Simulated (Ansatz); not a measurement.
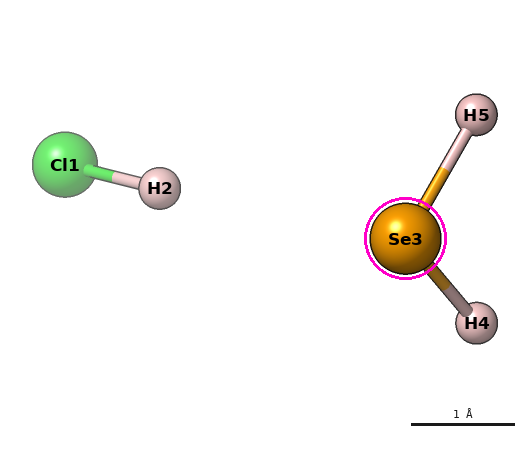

Source: calculation with Ansatz.

Orthographic view. Atoms fade into the background with distance from the viewer. Geometry: a pair of rigid molecules at a changed separation.

Question: Name the neighbours of the circled atom.

Answer: The circled atom is Se3; it is bonded to H4, H5.

Question: Which atom is farthest from the viewer?

Answer: Cl1, 1.5 Å behind the mean position.

Question: Which atom is nearest the viewer?

Answer: Se3, 1.2 Å in front of the mean position.
